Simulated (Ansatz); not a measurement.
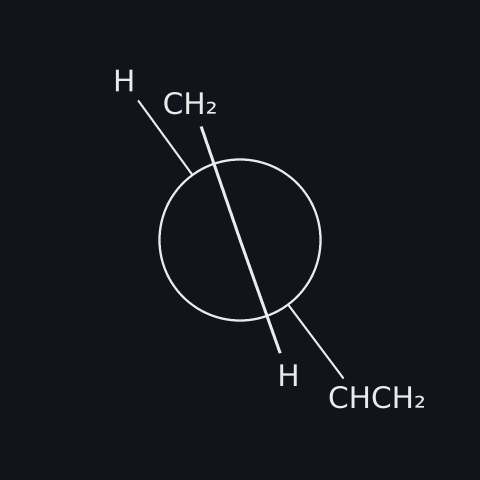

A Newman projection along the C–B bond, carbon in front; angles are drawn as computed, but eclipsed bonds slightly apart. The computed structure is the end point of a PBE-D4/def2-SVP optimisation. No frequency run is at hand to confirm it as a minimum.

Q: Which molecule is it?

A: C4H7B, C=CBC=C

Q: What is the torsion angle from the front CH2 to the back CHCH2? The sign is positive where the front bond must turn clockwise to cover the back bond.

A: 179°, antiperiplanar (anti).
